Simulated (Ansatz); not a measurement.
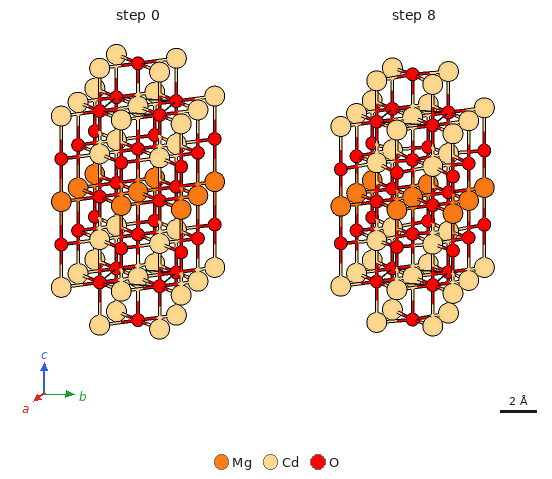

The structure of crystalline MgCd3O4 (a generated structure, set up in P4/mmm) (coarse preliminary run) before (left) and after (right) a relaxation, at one scale.

Style: ball-and-stick. Shown: the cell of the calculation, slightly off an axis.

Level of theory: DFT PBE, scalar-relativistic, plane waves, PAW (Ansatz 0.2.0).

The input:
```yaml
crystal:
  lattice:
    - [3.53785385, 0.0, 0.0]
    - [0.0, 3.53785385, 0.0]
    - [0.0, 0.0, 10.00656178]
  atoms:
    - { symbol: Mg, position: [0.5, 0.5, 0.5] }
    - { symbol: Cd, position: [0.0, 0.0, 0.75] }
    - { symbol: Cd, position: [0.5, 0.5, 0.0] }
    - { symbol: Cd, position: [0.0, 0.0, 0.25] }
    - { symbol: O, position: [0.0, 0.0, 0.0] }
    - { symbol: O, position: [0.5, 0.5, 0.25] }
    - { symbol: O, position: [0.0, 0.0, 0.5] }
    - { symbol: O, position: [0.5, 0.5, 0.75] }
basis:
  ecutwfc: 420
kpoints:
  mp_grid: { grid: [6, 6, 2] }
hamiltonian:
  xc: pbe
scf:
  occupations: { method: gaussian, width: 0.1 }
  lower_state_search: "off"
output:
  forces: true
  stress: true
  eigenvalues: true
relax:
  adjacent_minimum: "off"
  f_tol: 0.04
  max_steps: 70
  cell: { stress_tol: 0.4 }
```

Run as
```bash
ansatz run input.yaml --threads 1 --pin off --max-ram 2560MiB --backend cpu --events-out ev --progress --plain --runs-dir out
```

**What changed between the two?**

The largest moves relative to the cell, 0.17 Å, are those of O6 and O8. O6 goes along +c. By element the largest moves are O 0.17 Å, Cd 0.06 Å. Mg stays in place. Cell: a = b 3.538 → 3.309 Å (−6.5 %), c 10.007 → 9.329 Å (−6.8 %). Volume −18.5 %. Some distances before and after: Mg1–O6 2.502 → 2.164 Å, Cd2–O7 2.502 → 2.270 Å, Mg1–O7 2.502 → 2.340 Å, Cd2–O8 2.502 → 2.342 Å. Bond angles that change, for instance: Cd2–O8–Cd2 180.0° → 174.8°, O6–Cd4–O6 180.0° → 174.8°, Mg1–O8–Cd2 90.0° → 92.6°. The space group stays P4/mmm (No. 123). After 6 accepted moves (8 points after the start) the energy has fallen by 1.565 eV per cell of the calculation. Largest force component: 0.5 eV/Å at the start, 0.00031 eV/Å at the end. Pressure: −16.34 GPa at the start and −0.01 GPa at the end. The SCF was repeated twice at an unchanged geometry on a basis and grid sized afresh for the cell, which shifted the energy by 27.5 meV per cell of the calculation at most. Cost: 42 s on 1 thread of AMD EPYC 7R43 64-Core Processor (Zen 3) (shared host), peak memory 0.49 GiB.
